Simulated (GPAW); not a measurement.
Consider Br (I4/mmm).

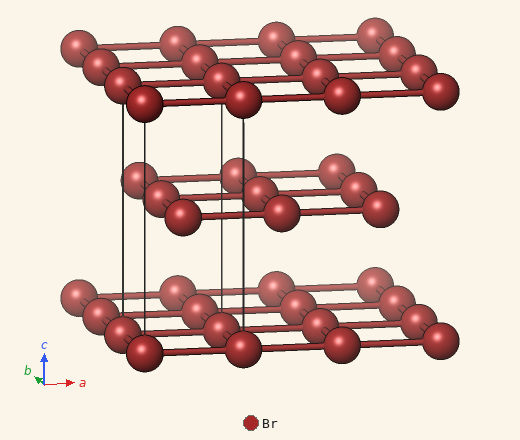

The structure (bromine red). 3×3×1 conventional cells are drawn. Some periodic images of atoms are drawn too.

```
Br
1.0
    -1.42349    1.42349    3.57752
     1.42349   -1.42349    3.57752
     1.42349    1.42349   -3.57752
Br
1
Direct
  0.00000 0.00000 0.00000
```

Absorber: atom 1, with 4 Br at 2.85 Å (square planar, site symmetry 4/mmm). Method: GPAW, LDA, excited-electron core hole (neutral cell), 9-atom cell with 7.0 Å between holes, 5×5×5 k points, dipole transitions, Gaussian full width 2.52 eV up to 4 eV, rising linearly to 3.5 eV at 25 eV.

This is not the structure that solid Br takes at ambient pressure (space group No. 64); it is a model or a phase of other conditions.

Q: Where do the maxima of the Br K edge fall?

Main maxima up to 30 eV above the zero (height): 0.4 eV (1.63), 11.0 eV (1.23), 17.6 eV (1.52) and 29.8 eV (1.37). A K edge sees empty p states on the absorber. 

The Br K spectrum (energy from the lowest empty level; intensity scaled to a mean of 1 over the first 20 eV; polarised curves are means over the symmetry-equivalent atoms):

```tsv
E (eV)	isotropic	ε ⊥ c	ε ∥ c
-2.0	0.18	0.27	0.00
-0.5	1.23	1.84	0.00
1.0	1.39	2.08	0.00
2.5	0.30	0.45	0.00
4.0	0.04	0.03	0.05
5.5	0.25	0.11	0.54
7.0	0.81	0.32	1.78
8.5	1.10	0.59	2.11
10.0	1.18	1.10	1.33
11.5	1.22	1.41	0.82
13.0	1.09	1.32	0.65
14.5	1.17	1.37	0.77
16.0	1.40	1.54	1.14
17.5	1.52	1.53	1.49
19.0	1.45	1.36	1.65
20.5	1.38	1.31	1.52
22.0	1.36	1.33	1.43
23.5	1.34	1.31	1.40
25.0	1.31	1.30	1.33
26.5	1.32	1.34	1.28
28.0	1.35	1.38	1.29
29.5	1.37	1.40	1.32
31.0	1.36	1.39	1.31
```

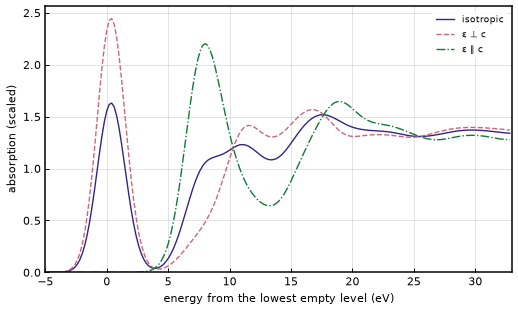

The Br K edge.

The script folds with a Gaussian, whereas the core hole's own line is a Lorentzian, so the onset is too steep and the first peak too high. The primitive cell holds an odd number of electrons, so a spin-paired run has to come out metallic; that is right for a metal, but some such compounds are magnetic or distorted insulators. Lifetime broadening is put in by hand, and intensities beyond about 20 eV depend on it and on the partial waves. The structure is a computed Materials Project entry and may be a hypothetical form.

[Banner, clock and machine lines of the logs are left out without a mark of their own.]

[Logs are printed without paths, hosts, clocks, repeated set-up lines and the standing remarks that a program may print on its own settings, such as how far it seeks lower states.]

[Hosts, paths, dates, database ids (printed as entryN), source tags and the programs' standing remarks are cut or masked in the printed files.]

[Lists of maxima count a maximum above −3 eV only where it reaches 4 % of the highest in the window and stands out from its surroundings by 2 % of it (1.5 % where it reaches 55 %); shoulders and weaker maxima are passed over, and of the rest the first, up to two pre-edge ones and the few strongest are named.]
